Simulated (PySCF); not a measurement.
## Electronic structure of C$_{8}$H$_{7}$NO (SMILES CC#C/C=C(\C=O)CC#N) in real space

```yaml
atoms:
  - { symbol: C, position_ang: [2.2686, 1.4523, 2.8271] }
  - { symbol: C, position_ang: [1.2877, 0.7807, 2.0146] }
  - { symbol: C, position_ang: [0.4757, 0.2236, 1.3170] }
  - { symbol: C, position_ang: [-0.5012, -0.4446, 0.5703] }
  - { symbol: C, position_ang: [-0.5379, -0.5033, -0.7779] }
  - { symbol: C, position_ang: [0.4706, 0.1569, -1.6010] }
  - { symbol: O, position_ang: [0.4740, 0.1651, -2.8094] }
  - { symbol: C, position_ang: [-1.6202, -1.2490, -1.5204] }
  - { symbol: C, position_ang: [-2.9114, -1.0582, -0.9136] }
  - { symbol: N, position_ang: [-3.9238, -0.8991, -0.4071] }
  - { symbol: H, position_ang: [3.0102, 0.7327, 3.1747] }
  - { symbol: H, position_ang: [2.7721, 2.2270, 2.2495] }
  - { symbol: H, position_ang: [1.7880, 1.9061, 3.6934] }
  - { symbol: H, position_ang: [-1.2747, -0.9359, 1.1513] }
  - { symbol: H, position_ang: [1.2577, 0.6681, -1.0167] }
  - { symbol: H, position_ang: [-1.3994, -2.3225, -1.5430] }
  - { symbol: H, position_ang: [-1.6429, -0.8879, -2.5541] }
```

Geometry: GFN2-xTB.

Computed with PBE0/pcSseg-1, SCF density, gas phase, non-relativistic in PySCF.

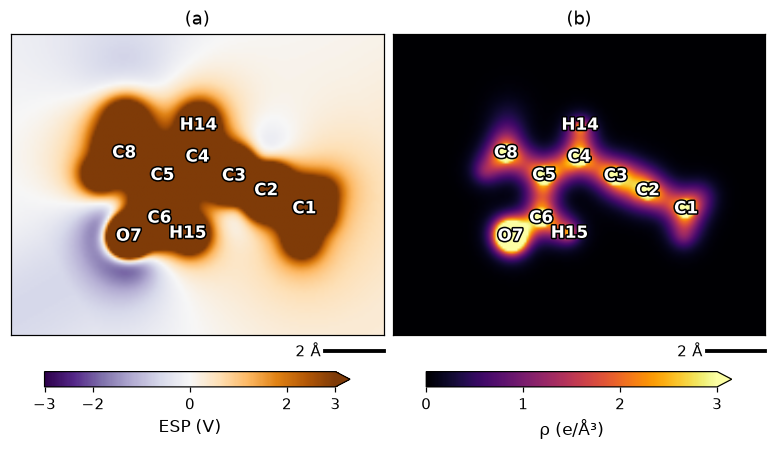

Figure 1. (a) molecular electrostatic potential; (b) total electron density on the plane of atoms C4, C5 and C8.

Describe what can be read from this map.

Atoms in the plane: C, O and H.
C–C (1.21 Å): the density is about 2.7 e/Å³ at the midpoint.
C–O (1.21 Å): ρ is about 3.3 e/Å³ halfway.
C–H (1.09 Å): ρ at the midpoint is about 2 e/Å³.
C–C (1.35 Å): ρ is about 2.2 e/Å³ halfway.
C–C (1.40 Å): ρ at the midpoint is about 2 e/Å³.
Outside the dense part of the molecule the potential is most negative (−1.9 V) near O7.

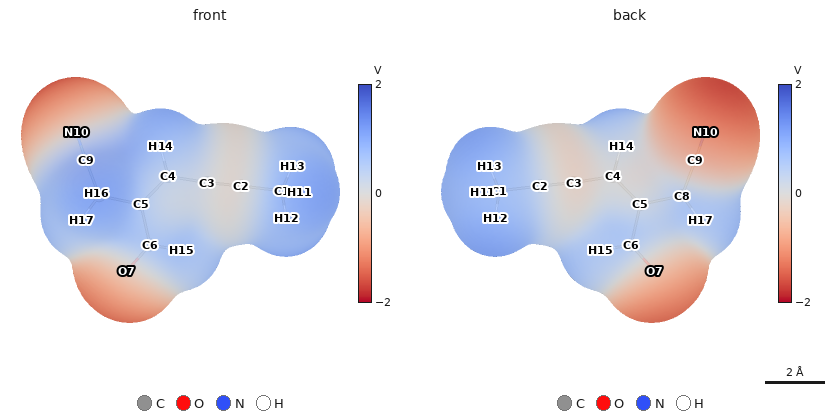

Figure 2. The molecular electrostatic potential painted on the density surface at 0.001 e/bohr³, seen from the front and from behind; the colour scale runs from red (negative) to blue (positive).

Where is the surface potential most negative and most positive?

The most negative region (about −1.6 V, or −37 kcal/mol for a unit charge) lies over N10, the most positive (about +1.1 V, or +25 kcal/mol for a unit charge) over H11, H12 and H16. N10 is the likeliest acceptor of a hydrogen bond.

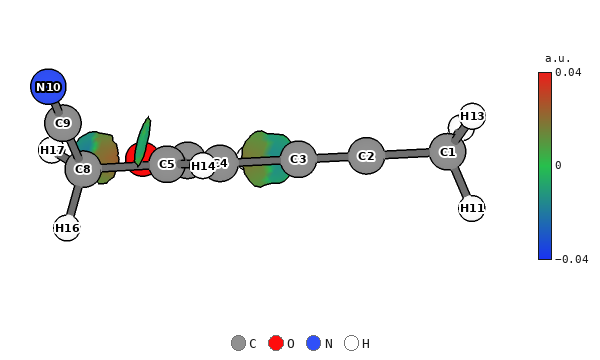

Figure 3. Non-covalent interaction (NCI) plot: the surface where the reduced density gradient is 0.6, for densities under 0.05 a.u., coloured by sign(λ₂)ρ; seen from one side.

Which non-covalent interactions does the plot reveal?

- Between H17 and C8 on one side and O7 and C6 on the other: a weak contact, attractive (blue-green) on one side and crowded (olive to red) on the other
- Between H15 and C6 on one side and C3 and C4 on the other: a weak contact, attractive (blue-green) on one side and crowded (olive to red) on the other
- Near H14, C9 and C4: mostly steric crowding (olive to red)
